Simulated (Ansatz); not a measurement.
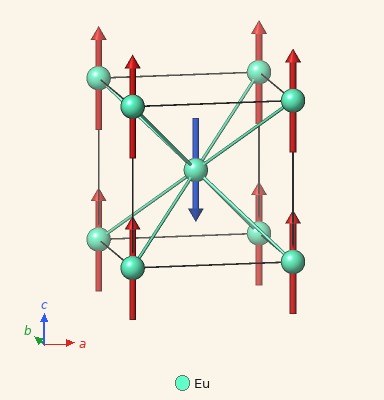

The figure gives a ball-and-stick picture of the atoms, viewed slightly off an axis. The frame is the cell (the run's own, in a reduced setting); atoms at its boundary are shown with their periodic copies. Arrows are the site magnetic moments above 0.25 μB; longer means larger, and red and blue are up and down (without spin-orbit coupling the axis itself is arbitrary).

This is the state reached for Eu. Calculation details: Ansatz 0.2.0, DFT PBEsol+U, scalar-relativistic, plane waves, PAW; plane waves up to 420 eV, k-points about 0.27 Å⁻¹ apart, Gaussian smearing of 0.05 eV, U_eff = 5.00 eV on Eu f, collinear spins.

Q: Characterise the magnetic order.

A: Antiferromagnetic (within this cell). Site moments: 1 Eu +7.0 μB and 1 Eu −7.0 μB. The net spin moment of the whole cell is 0.0 μB.

Origin of the cell: the standard structure of this element. Earlier steps of the study, as a rule a relaxation of our own, may have changed the cell and positions, so they can lie some per cent off the listed ones. A calculation with Ansatz used it as input.
